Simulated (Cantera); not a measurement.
Feed: 1 mol TiCl4, 7 mol H2O, 4 mol H2, at 75.0 Torr.

These are equilibrium values from Cantera (NASA tables, ideal gas, pure condensed phases), not measurements of a reactor. Candidate condensed phases: H2O, Ti, TiCl2, TiCl3, TiCl4, TiO, TiO2, Ti2O3, Ti3O5, Ti4O7; 23 gas species. Condensed phases not in the tables: TiOCl. Gases not in the tables: TiO(OH)2. Rates play no part.

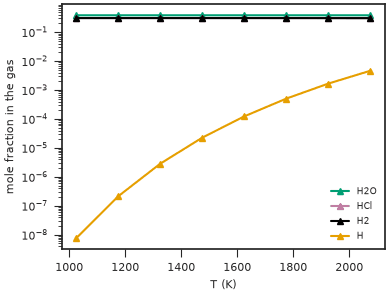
Figure: Equilibrium gas composition (values under 1e-9 drawn at 1e-9)

Read off the mole fractions at 1025 K.

H2O about 0.38, HCl about 0.31, H2 about 0.31.
